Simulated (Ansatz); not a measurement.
System: C3H11NO3Zr (SMILES C[O][Zr]([NH2])([O]C)[O]C).

```xyz
19

C     2.4745   -1.1764    1.6528
O     1.6464   -0.4909    0.7781
Zr    0.2421    0.2912   -0.2856
N     1.0818    1.8147   -1.3727
O    -1.1250    0.9720    0.8976
C    -2.0310    1.7227    1.6276
O    -0.5760   -0.9213   -1.5408
C    -1.2632   -1.8974   -2.2448
H     2.5540   -2.2328    1.3714
H     2.0919   -1.1238    2.6789
H     3.4826   -0.7467    1.6430
H     0.7626    2.1433   -2.2732
H     1.8883    2.3591   -1.1009
H    -1.8389    1.6264    2.7028
H    -1.9664    2.7855    1.3646
H    -3.0573    1.3871    1.4365
H    -0.8274   -2.8879   -2.0698
H    -1.2220   -1.6949   -3.3211
H    -2.3172   -1.9299   -1.9445
```

Geometry: PBE0-D4/def2-TZVP; core potentials replace the inner electrons of Zr.

The calculation used RKS PBE0-D4/def2-TZVPP (Ansatz 0.2.0).

What can the converged electron density and electron localisation function tell about the bonding?

C–O (1.39 Å): the density is about 2.1 e/Å³ at the midpoint, with its minimum of 1.8 e/Å³ about 0.5 Å from C; the ELF peaks at about 0.90 between the atoms (a polar covalent bond).
Zr–O (1.93 Å): ρ at the midpoint is about 0.89 e/Å³; the ELF peaks at about 0.80 in the valence shell of O, 0.5 Å from its nucleus, and drops to about 0.20 between the two atoms.
Zr–N (2.05 Å): the density is about 0.8 e/Å³ at the midpoint; the ELF peaks at about 0.90 in the valence shell of N, 0.6 Å from its nucleus, and drops to about 0.25 between the two atoms.
C–H (1.10 Å): the density is about 2.1 e/Å³ at the midpoint; the ELF climbs to about 1 towards the hydrogen, as it does in any bond to H; a covalent bond by its length.

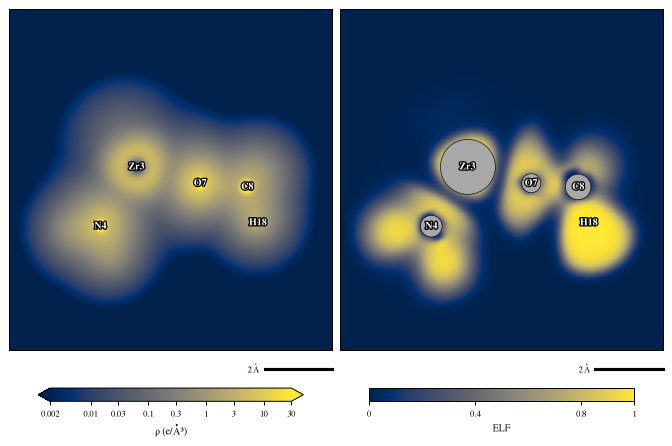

Computed electron density and electron localisation function on the plane of atoms N4, Zr3 and O7, in this order. Grey discs cover the atomic cores in the ELF map. 
